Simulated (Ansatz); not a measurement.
## Electronic structure of MoO2 in real space

The calculation's input:

```
crystal:
  periodic: [false, false, false]
  atoms:
    - {symbol: Mo, position_ang: [0.265408, -0.521781, 0.355159]}
    - {symbol: O, position_ang: [-1.349147, -0.207250, 0.043683]}
    - {symbol: O, position_ang: [1.083739, 0.729041, -0.398842]}
basis:
  gaussian: {orbitals: def2-TZVP, initial_orbitals: start.molden}
hamiltonian: {xc: pbe0, dispersion: d4}
output: {orbitals: {seedname: orbitals}}
```

Command:

```sh
ansatz run in.yaml --threads 4 --pin off --events-out ev --progress --plain --max-ram 3916MiB
```

Geometry: r2SCAN-D4/def2-TZVP; core potentials replace the inner electrons of Mo.

These are results of RKS PBE0-D4/def2-TZVP (Ansatz 0.2.0), not measurements.

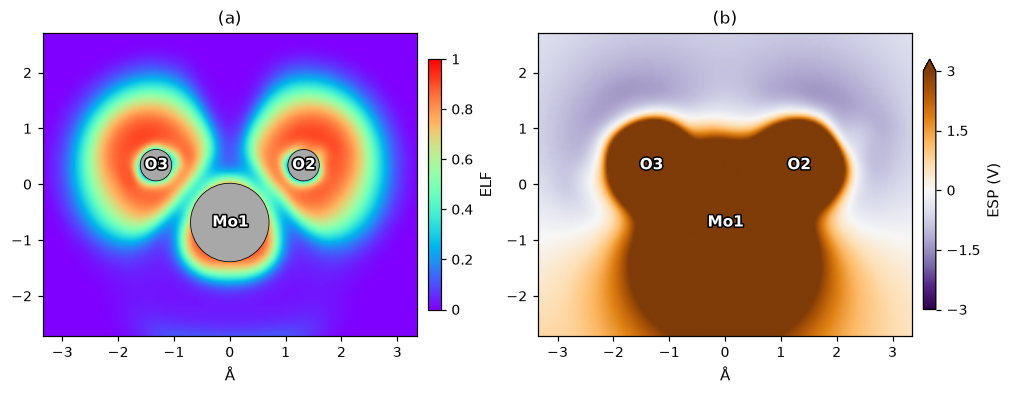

Figure 1. (a) electron localisation function; (b) molecular electrostatic potential on the molecular plane. Grey discs cover the atomic cores in the ELF map.

Question: What does the map show?

Answer:
- Atoms in the plane: Mo and O.
- Mo–O (1.67 Å): the ELF peaks at about 0.80 in the valence shell of O, 0.5 Å from its nucleus, and drops to about 0.45 between the two atoms.
- Outside the dense part of the molecule the potential is most negative (−1.4 V) near O2 and O3.

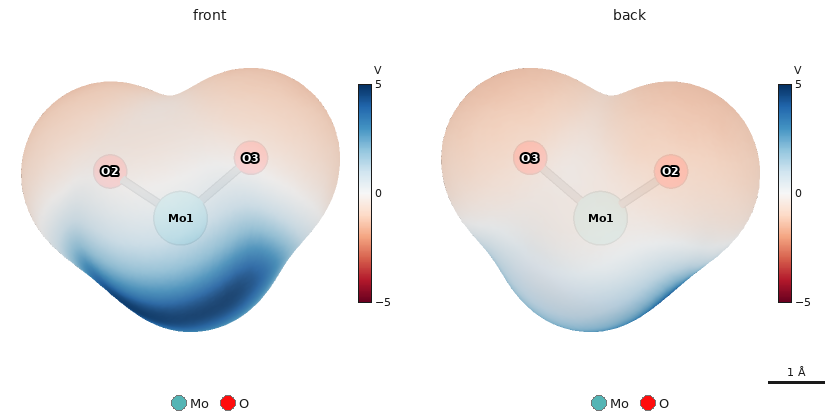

Figure 2. The electrostatic potential painted on the density surface at 0.002 e/bohr³, seen from the front and from behind; red is negative and blue positive.

Question: Where is the surface potential most negative and most positive?

Answer: The most negative region (about −1.3 V, or −30 kcal/mol for a unit charge) lies over O2 and O3, the most positive (about +4.8 V, or +111 kcal/mol for a unit charge) over Mo1.

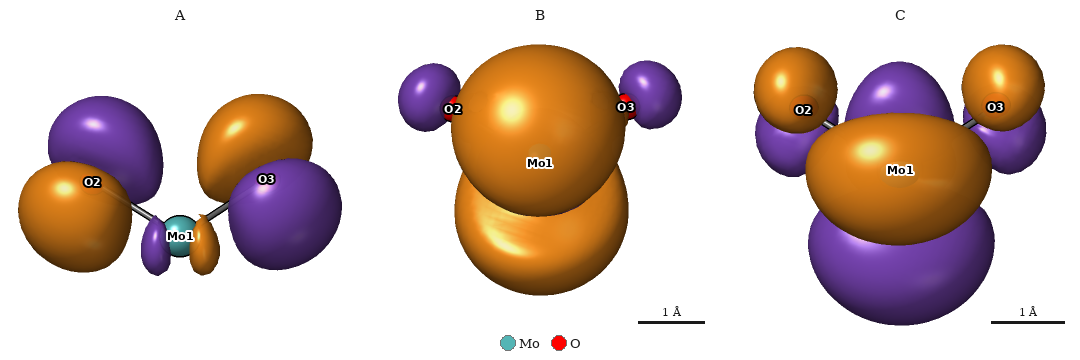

Figure 3. Three frontier orbitals at ±0.1 Å⁻³ᐟ² (orange and purple are the two phases), in no order.

Question: Order the three orbitals by energy and name them.

Answer: A is the HOMO−1 (−9.31 eV). By Hirshfeld shares it lies mainly on O2 (about 45 %) and O3 (about 45 %); it is symmetric in the molecular plane (an in-plane orbital: σ, lone-pair or in-plane π type); largely a combination of lone pairs on O2 and O3. B is the HOMO (−6.01 eV). By Hirshfeld shares it lies mainly on Mo1 (about 90 %). C is the LUMO (−3.60 eV). It lies mainly on Mo1 (about 80 %), O2 (about 10 %) and O3 (about 10 %).

Question: What is the HOMO–LUMO gap?

Answer: 2.41 eV between the orbital energies.
